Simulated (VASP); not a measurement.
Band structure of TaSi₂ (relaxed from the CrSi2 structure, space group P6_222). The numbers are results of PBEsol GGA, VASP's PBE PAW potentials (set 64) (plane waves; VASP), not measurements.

Unless said otherwise, spin-orbit coupling is left out, though it shifts the bands of the heavy elements here.

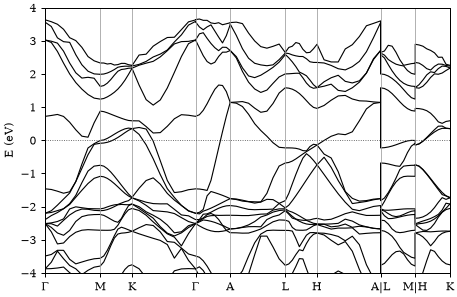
Figure. Bands along high-symmetry lines, zero at the valence-band maximum or, without a gap, the Fermi level

Read the plot: is there a gap, and where are the band edges?

It has no gap at this level: it comes out as a metal or semimetal. (Edges off the drawn lines would not show.)

The structure was generated: TaSi2 was put into the CrSi2 type (P6_222), which need not be its known phase. It was relaxed first. The electron count is odd and the run is not spin-polarised, which forces a metal.
